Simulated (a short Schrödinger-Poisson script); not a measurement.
Stack: MOS inversion layer, Si3N4 on p-type Si(100), at 300 K.

| layer | material | thickness (nm) | Na (cm⁻³) |
|---|---|---|---|
| 1 | Si3N4 | 1.8 | - |
| 2 | Si | 240 | 3.1e18 |

Constants are typed, rounded textbook-type inputs, not results; the design itself was drawn at random and stands for no fabricated device. Si3N4: permittivity 7.5, conduction-band edge (eV) 1.95, gap (eV) 5.1, electron mass (mₑ) 0.5. Si: permittivity 11.7, conduction-band edge (eV) 0, gap (eV) 1.124, Nv at 300 K (cm⁻³) 3.1e19.

Channel valleys (confinement mass, in-plane density-of-states mass, number): Δ2 0.916, 0.19, 2; Δ4 0.19, 0.417, 4. At the gate the conduction-band edge of layer 1 lies 2.47 eV − eVg above the Fermi level of the channel; the field vanishes at the back. Gaps are held at their typed values at every temperature. Mesh 0.03 nm at interfaces.

Solved with a short Schrödinger-Poisson script written for these runs: 1D Poisson equation in equilibrium, electrons quantum, Hartree (BenDaniel-Duke, 12 states a valley, the channel's in-plane mass for all, wave functions free to enter the dielectric), parabolic valleys, classical holes, full ionisation, no traps, pinning or gate leakage.

Only gate voltages with over 1e8 electrons/cm² are shown.

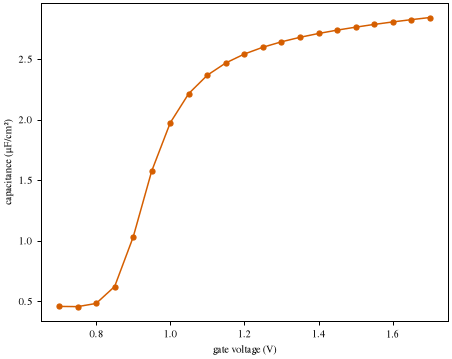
Figure. Quasi-static capacitance against gate voltage

| Vg (V) | electrons (cm⁻²) | C (μF/cm²) | Δ2 E0 (meV) | Δ2 E1 (meV) | Δ4 E0 (meV) | Δ4 E1 (meV) |
|---|---|---|---|---|---|---|
| 0.7 | 4.19e8 | 0.458 | 243.3 | 361.5 | 318.8 | 512.0 |
| 0.8 | 1.01e10 | 0.482 | 160.5 | 282.8 | 238.1 | 438.5 |
| 0.9 | 1.85e11 | 1.03 | 84.6 | 210.8 | 164.2 | 371.1 |
| 1 | 1.02e12 | 1.97 | 38.3 | 168.7 | 120.1 | 331.9 |
| 1.1 | 2.33e12 | 2.37 | 13.5 | 148.2 | 97.4 | 313.1 |
| 1.2 | 3.84e12 | 2.54 | -3.2 | 135.9 | 82.9 | 302.1 |
| 1.3 | 5.45e12 | 2.64 | -16.3 | 127.2 | 72.0 | 294.5 |
| 1.4 | 7.11e12 | 2.71 | -27.3 | 120.6 | 63.0 | 288.9 |
| 1.5 | 8.81e12 | 2.76 | -37.0 | 115.4 | 55.3 | 284.5 |
| 1.6 | 1.05e13 | 2.81 | -45.9 | 111.1 | 48.5 | 281.0 |
| 1.7 | 1.23e13 | 2.84 | -54.0 | 107.5 | 42.4 | 278.2 |

Subbands count from the Fermi level.
